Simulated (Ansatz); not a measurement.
# Calculations on C2H4BCl

**1. Relaxation**

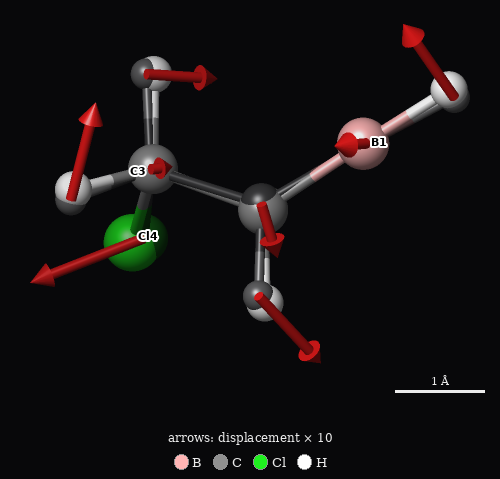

A relaxation of C2H4BCl. The starting structure is drawn faded, the final one solid; red arrows show the displacements, 10 times their true length. The two geometries are superimposed by the best rigid fit.

The picture is a ball-and-stick view, seen at a tilt.

The run prepares an end point of a later path (torsion) calculation, from a guessed geometry.

Method: Ansatz, RHF/def2-SVP.

Input file:
```yaml
crystal:
  periodic: [false, false, false]
  atoms:
    - { symbol: B, position_ang: [-0.61432, 1.09138, -1.12962] }
    - { symbol: C, position_ang: [0.14857, 0.08024, -0.56599] }
    - { symbol: C, position_ang: [0.3087, -0.37556, 0.84201] }
    - { symbol: Cl, position_ang: [-0.60029, -1.91885, 1.13008] }
    - { symbol: H, position_ang: [-1.20334, 1.92374, -1.65138] }
    - { symbol: H, position_ang: [0.71252, -0.53659, -1.26411] }
    - { symbol: H, position_ang: [-0.09751, 0.34157, 1.55305] }
    - { symbol: H, position_ang: [1.34566, -0.60593, 1.08596] }
basis:
  gaussian: { orbitals: def2-SVP }
hamiltonian:
  xc: hf
relax:
  f_tol: 0.015
  max_steps: 40
output:
  orbitals: {}
```

Launched with:
```bash
ansatz run input.yaml --threads 1 --pin off --max-ram 2048MiB --backend cpu --events-out ev --progress --plain --runs-dir out
```

> What did the optimiser do to the structure, and how much energy did it gain?

Over 6 geometry steps the energy falls by 4.34 kJ/mol. The largest force component goes from 0.77 to 0.0078 eV/Å. The atom that moves furthest after the best rigid fit is Cl4 (0.14 Å). Largest moves by element: Cl 0.14 Å, H 0.13 Å, C 0.07 Å, B 0.05 Å. Some distances before and after: B1–H5 1.145 → 1.178 Å, C2–C3 1.489 → 1.494 Å. Bond angles that change, for instance: C3–C2–H6 112.2° → 115.9°, B1–C2–C3 131.8° → 128.1°.

**2. Relaxation**

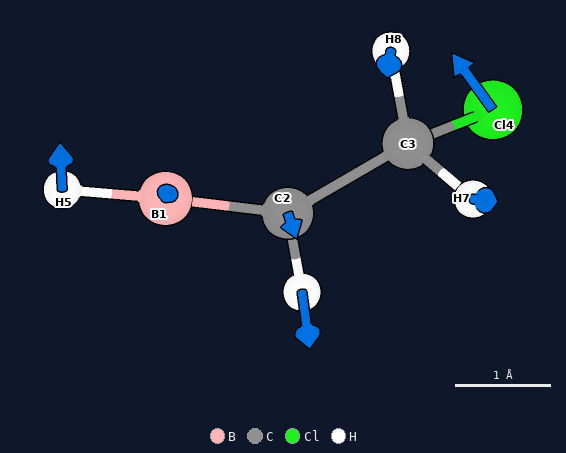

A relaxation of C$_{2}$H$_{4}$BCl. The starting structure is drawn; blue arrows show the displacements, 3 times their true length. The two geometries are superimposed by the best rigid fit.

Style: ball-and-stick. Shown from a free direction.

The run prepares an end point of a later path (torsion) calculation, from a guessed geometry.

Computed with RHF/def2-SVP in Ansatz.

Input file:
```yaml
crystal:
  periodic: [false, false, false]
  atoms:
    - { symbol: B, position_ang: [-0.61432, 1.09138, -1.12962] }
    - { symbol: C, position_ang: [0.14857, 0.08024, -0.56599] }
    - { symbol: C, position_ang: [0.3087, -0.37556, 0.84201] }
    - { symbol: Cl, position_ang: [2.05543, -0.67263, 1.23148] }
    - { symbol: H, position_ang: [-1.20334, 1.92374, -1.65138] }
    - { symbol: H, position_ang: [0.71252, -0.53659, -1.26411] }
    - { symbol: H, position_ang: [-0.19814, -1.32109, 1.02626] }
    - { symbol: H, position_ang: [-0.01915, 0.37671, 1.55928] }
basis:
  gaussian: { orbitals: def2-SVP }
hamiltonian:
  xc: hf
relax:
  f_tol: 0.015
  max_steps: 40
output:
  orbitals: {}
```

Command:
```bash
ansatz run input.yaml --threads 1 --pin off --max-ram 2048MiB --backend cpu --events-out ev --progress --plain --runs-dir out
```

Describe the change and its energy.

Answer. H6 moves most after the best rigid fit: 0.28 Å. Largest moves by element: H 0.28 Å, Cl 0.25 Å, C 0.11 Å, B 0.09 Å. Some distances before and after: B1–H5 1.145 → 1.178 Å, C2–C3 1.489 → 1.494 Å, C3–H8 1.090 → 1.085 Å. Bond angles that change, for instance: B1–C2–C3 131.8° → 128.0°, C3–C2–H6 112.2° → 115.9°. After 6 accepted moves (7 points after the start) the energy has fallen by 0.064 eV. The largest force component goes from 0.77 to 0.014 eV/Å. The line search rejected the trial step at point 6 of the run.

**3. Path**

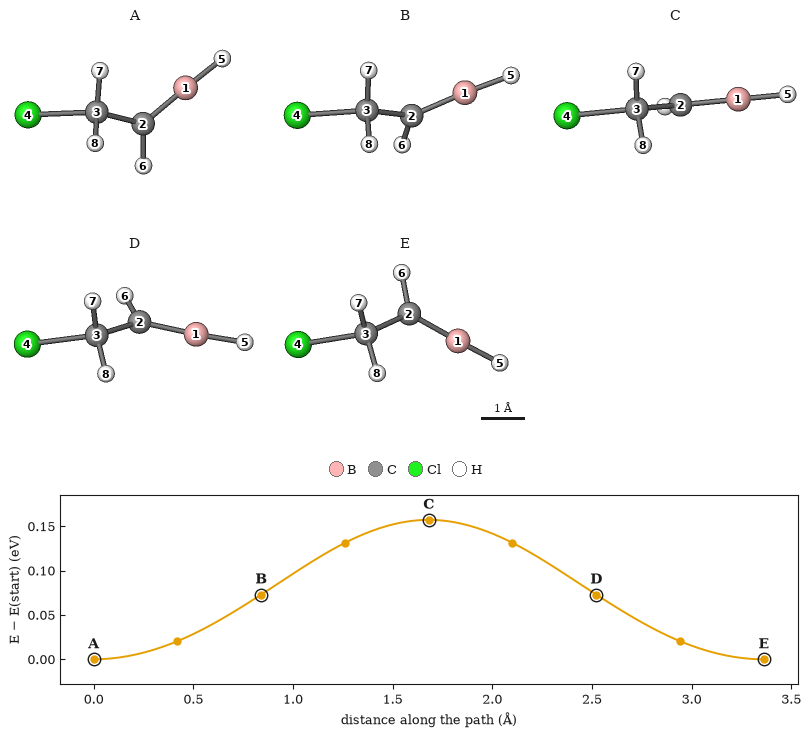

A search for the minimum-energy path of C$_{2}$H$_{4}$BCl by the nudged elastic band. Images are numbered from 0 (start) to 8 (end). Frames A to E are images 0, 2, 4, 6, 8. The picture is a ball-and-stick view, seen at a tilt.

All numbers below come from RHF/def2-SVP in Ansatz 0.2.0. Settings: 7 movable images; climbing image; force threshold 0.05 eV/Å; iteration limit 60; starting path by image-dependent pair potential.

> What happens along the path, and what is the barrier?

The barrier is about 0.157 eV in both directions, with image 4 at the top; the ends have the same energy. The motion is a rotation about the C2–C3 bond by about 130°. No bond forms or breaks between the ends. Bond angles that change up to the highest image, for instance: B1–C2–H6 116.0° → 111.8°, B1–C2–C3 128.1° → 132.0°. The band converged in 6 iterations, with a climbing image at the top. At the top, the vibrational analysis gives one imaginary mode (170i cm⁻¹), as a transition state must have.
